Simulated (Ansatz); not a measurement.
# The potential step between two gates: 1T-SnSe2 bilayer, AA

Two oppositely charged gates put a neutral stack in a displacement field D. The voltage between them is D/ε₀ times an electrical distance, shorter than the real one because the stack screens.

**Method.** Ansatz 0.2.0, plane waves with PAW datasets (its set soft_2), PBE-D3(BJ); isolated slab, charged sheets 5 Å from the outer atoms behind model barriers, atoms held. Voltages count from the uncharged case.

| run | D/ε₀ (V/nm) | step in an electron's potential, upper less lower gate (eV) |
| --- | --- | --- |
| run 1 | −1.810 | −1.521 |
| run 2 | 0.000 | 0.000 |
| run 3 | 0.905 | 0.761 |
| run 4 | 1.810 | 1.522 |
| run 5 | 2.714 | 2.282 |
| run 6 | 3.619 | ? |

Q: Estimate the withheld value from the rows shown.

A least-squares line through the 5 rows shown has slope 0.8406 and intercept 0.0004; no row lies more than 0.001 eV off it. The size of the slope, 0.841 nm, is the electrical distance; the sheets are 1.918 nm apart, and screening reaches beyond the outer atoms. At 3.619 it gives 0.8406 × 3.619 + 0.0004 = 3.043 eV, beyond the rows fitted. Rounding and scatter of the rows alone allow about ±0.001 eV there.

The run itself gives 3.042 eV: a miss of −0.001 eV, or 0.0 % of the value. Screening stays linear to within 1 % over this range.

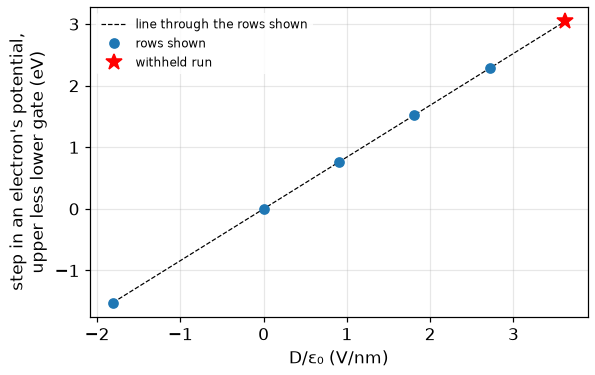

The fit and the withheld run.

**Limits.** The gates are model sheets, not atoms.
